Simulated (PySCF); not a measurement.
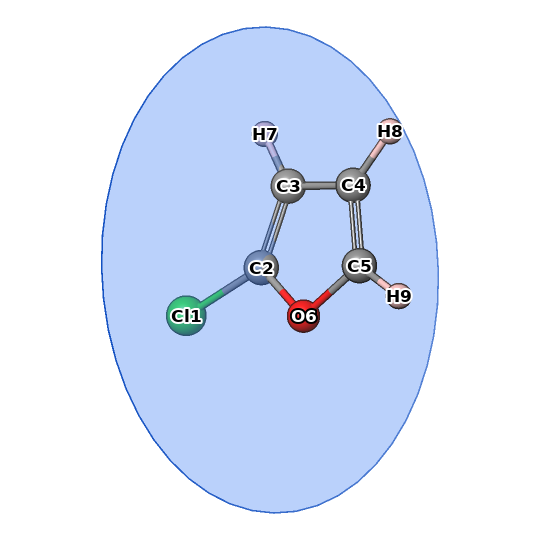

A disc through the centre of mass is drawn in. Distant atoms are faded towards the background colour. The geometry was computed by an optimisation with PBE0-D3(BJ)/def2-SVP. No frequency run is at hand to confirm it as a minimum.

### Is the plane of the disc a mirror plane of the structure?

No. The point group is Cs, with 1 mirror plane, and this plane isn't one of its mirror planes.
